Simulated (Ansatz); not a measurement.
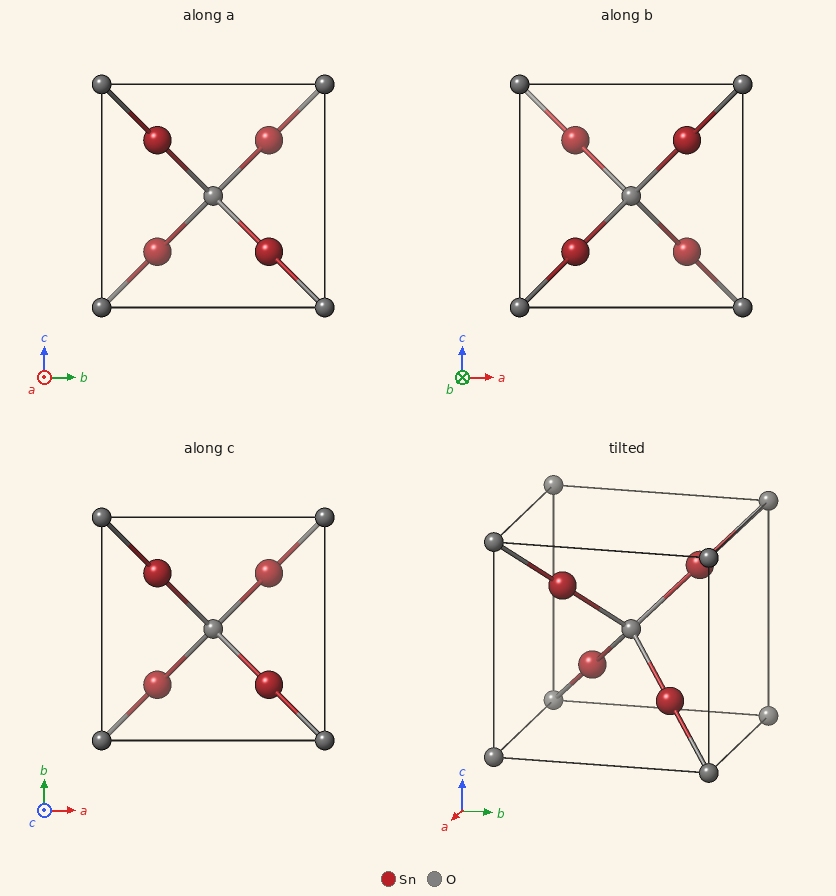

Ball-and-stick drawing of the structure, looking along the a axis, along the b axis, along the c axis and slightly off an axis. Thin lines show the conventional unit cell, with boundary atoms drawn in all their periodic places.

Lattice parameters: a = 5.113 Å, b = 5.113 Å, c = 5.113 Å, α = 90.00°, β = 90.00°, γ = 90.00°. Put a along x and b in the xy plane.

**Turn the picture into a POSCAR file.**

```
Sn O
1.0
     5.113    0.000    0.000
     0.000    5.113    0.000
     0.000    0.000    5.113
Sn O
4 2
Direct
  0.2500 0.2500 0.2500
  0.7500 0.7500 0.2500
  0.2500 0.7500 0.7500
  0.7500 0.2500 0.7500
  0.0000 0.0000 0.0000
  0.5000 0.5000 0.5000
```

It goes back to a structure type filled with these elements by a generator (whether the compound takes this form wasn't checked). Earlier steps of the study may have refined or changed the cell and positions. It was run through Ansatz as a DFT input.
